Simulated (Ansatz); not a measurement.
# BH4O2Si (charge +1): what the fields show

Input file:

```
crystal:
  periodic: [false, false, false]
  atoms:
    - { symbol: O, position_ang: [1.11983, 1.59547, -0.90629] }
    - { symbol: B, position_ang: [0.83307, 0.93601, 0.16471] }
    - { symbol: O, position_ang: [-0.08338, -0.15173, 0.15862] }
    - { symbol: Si, position_ang: [-1.05097, -1.3466, 0.34163] }
    - { symbol: H, position_ang: [0.76282, 1.43198, -1.7822] }
    - { symbol: H, position_ang: [1.30994, 1.19933, 1.19492] }
    - { symbol: H, position_ang: [-2.44904, -1.00196, 0.51496] }
    - { symbol: H, position_ang: [-0.44227, -2.66251, 0.31366] }
total_charge: 1
basis:
  gaussian: { orbitals: def2-SVP }
hamiltonian:
  xc: blyp
relax:
  f_tol: 0.02
  max_steps: 50
output:
  orbitals: {}
```

Launched as:

```sh
ansatz run input.yaml --threads 1 --pin off --max-ram 2048MiB --backend cpu --events-out ev --progress --plain --runs-dir out
```

The fields are those of the run's last geometry, not of the input's.

These are results of Ansatz 0.2.0, RKS BLYP/def2-SVP, not measurements.

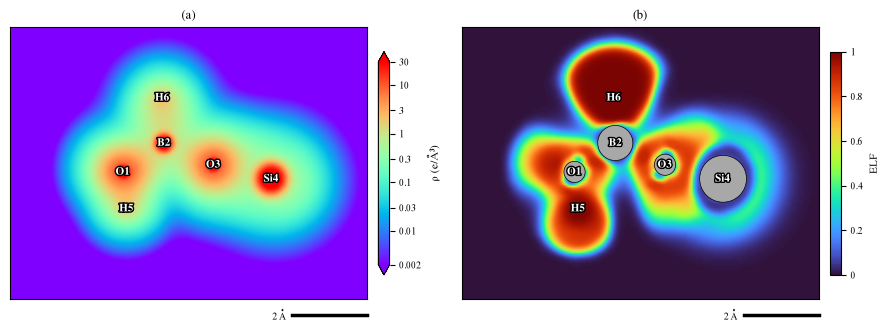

Figure 1. (a) electron density; (b) ELF on the plane of atoms O3, B2 and H6. Grey discs cover the atomic cores in the ELF map.

> What does the map show?

The plane passes through O, B, Si and H nuclei.
B–O (1.33 Å): ρ is about 2.3 e/Å³ halfway; the ELF peaks at about 0.90 between the atoms (a polar covalent bond).
Si–O (1.59 Å): ρ at the midpoint is about 1.2 e/Å³; the ELF peaks at about 0.85 between the atoms (a polar covalent bond).
O–H (0.98 Å): the density is about 3.6 e/Å³ at the midpoint; the ELF climbs to about 1 towards the hydrogen, as it does in any bond to H; an ordinary covalent bond to hydrogen.
B–O (1.44 Å): the density is about 1.6 e/Å³ at the midpoint; the ELF peaks at about 0.90 between the atoms: a polar covalent bond.
B–H (1.20 Å): ρ is about 1.3 e/Å³ halfway; the ELF climbs to about 1 towards the hydrogen (an ordinary covalent bond to hydrogen).
The ELF also peaks beside O3 and O1, away from the bonds: lone-pair regions.

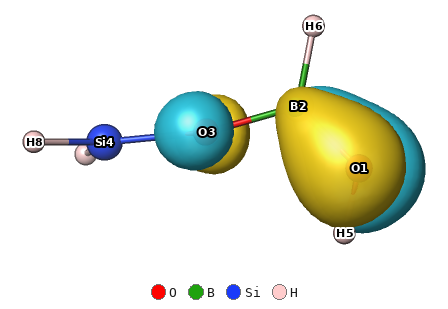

Figure 2. The HOMO−1 at ±0.15 Å⁻³ᐟ² (yellow and cyan are the two phases), seen at an oblique angle.

> What is the character of this orbital?

Its weight (Hirshfeld) is mainly on O1 (about 65 %), O3 (about 10 %) and B2 (about 10 %); largely a lone pair of O1. Its energy is −13.08 eV.

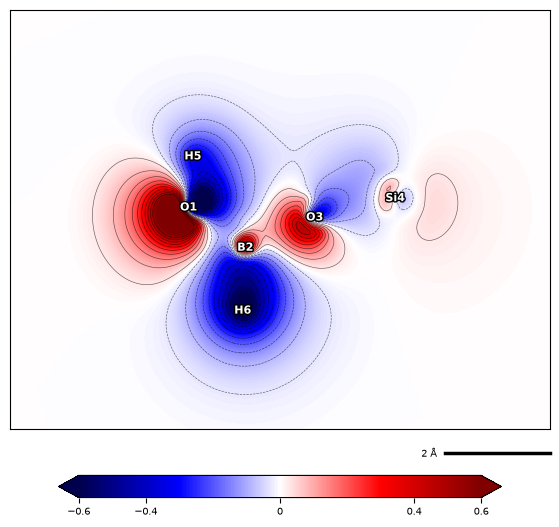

Figure 3. One frontier orbital on the plane of atoms B2, O3 and Si4 (values in Å⁻³ᐟ²; the overall sign is arbitrary).

> Which orbital is it: HOMO or LUMO?

The HOMO, at −13.00 eV. Its weight (Hirshfeld) is mainly on O1 (about 45 %), H6 (about 20 %) and B2 (about 20 %).
